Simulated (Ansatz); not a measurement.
## Electronic structure of Al5H in real space

Input

```
crystal:
  periodic: [false, false, false]
  atoms:
    - {symbol: Al, position_ang: [-1.470034, 1.316647, -0.375141]}
    - {symbol: Al, position_ang: [-0.146684, 1.856089, 1.760552]}
    - {symbol: Al, position_ang: [1.124388, 0.673160, -0.066529]}
    - {symbol: Al, position_ang: [0.954684, -1.798368, 0.536513]}
    - {symbol: Al, position_ang: [-1.173370, -1.233701, -0.749955]}
    - {symbol: H, position_ang: [0.711025, -0.813827, -1.105439]}
basis:
  gaussian: {orbitals: def2-TZVP, initial_orbitals: start.molden}
hamiltonian: {xc: pbe0, dispersion: d4}
scf: {omitted_lower_state_checks: [starts]}
output: {orbitals: {seedname: orbitals}}
```

Launched as:

```sh
ansatz run in.yaml --threads 2 --pin off --events-out ev --progress --plain --max-ram 4352MiB
```

Geometry: PBE0-D4/def2-SVP.

Level of theory: RKS PBE0-D4/def2-TZVP in Ansatz 0.2.0.

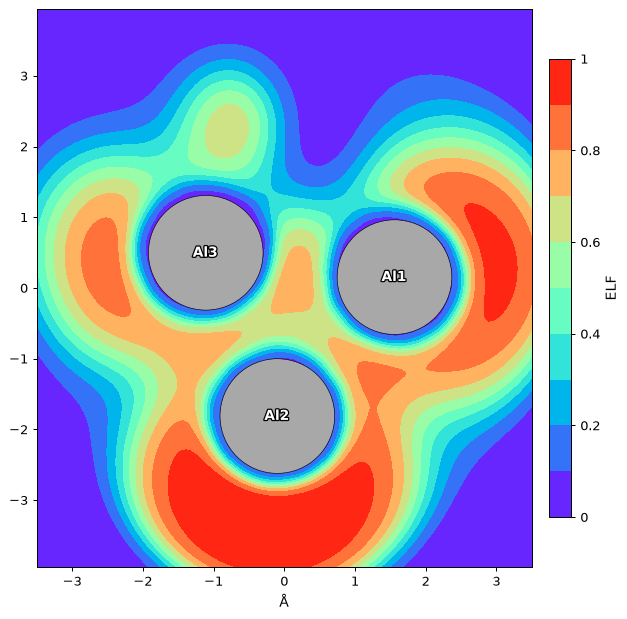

Figure 1. Electron localisation function on the plane of atoms Al1, Al2 and Al3. Grey discs cover the atomic cores.

Question: Interpret the plot.

Answer:
- The section cuts through Al sites.
- Al–Al (2.52 Å): the ELF peaks at about 0.70 between the atoms.
- Al–Al (2.57 Å): the ELF peaks at about 0.70 between the atoms.
- The ELF also peaks beside Al3 and Al1, away from the bonds: lone-pair regions.

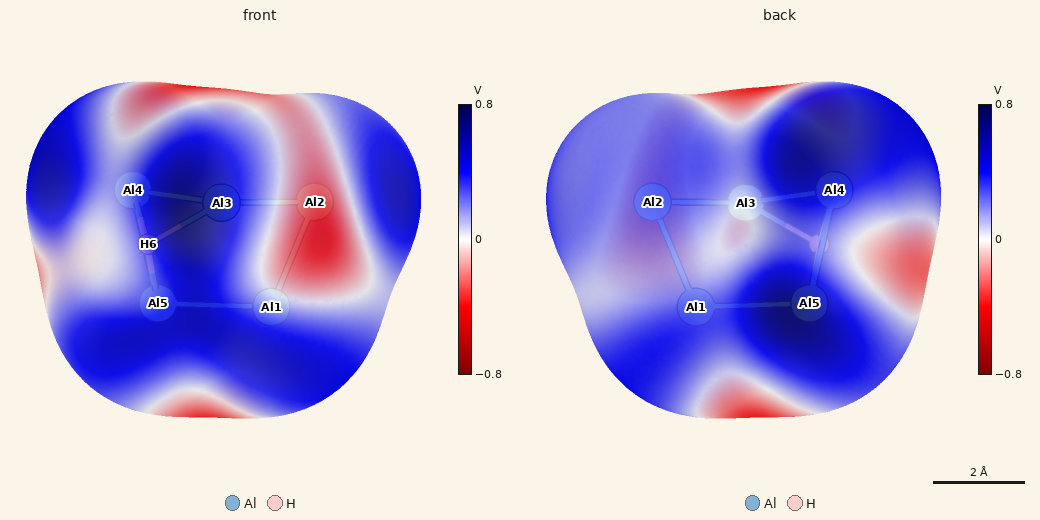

Figure 2. The molecular electrostatic potential painted on the density surface at 0.001 e/bohr³, seen from the front and from behind; the colour scale runs from red (negative) to blue (positive).

Question: Where is the surface potential most negative and most positive?

Answer: The most negative region (about −0.4 V, or −9 kcal/mol for a unit charge) lies over H6, the most positive (about +0.7 V, or +16 kcal/mol for a unit charge) over Al3 and Al5.

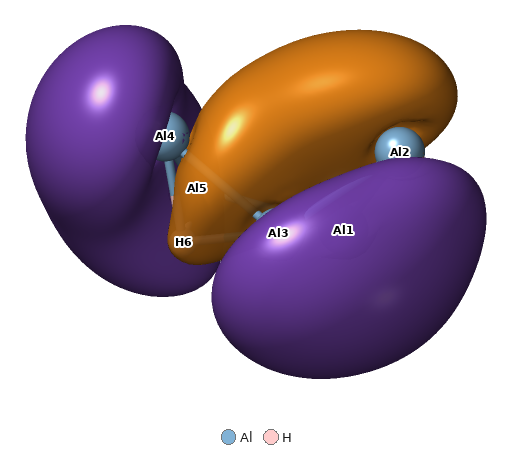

Figure 3. The HOMO−1 at ±0.04 Å⁻³ᐟ² (orange and purple are the two phases), seen from one side.

Question: What is the character of this orbital?

Answer: By Hirshfeld shares it lies mainly on Al3 (about 25 %), Al5 (about 20 %), Al4 (about 20 %), Al1 (about 20 %) and Al2 (about 15 %). Its energy is −5.38 eV.
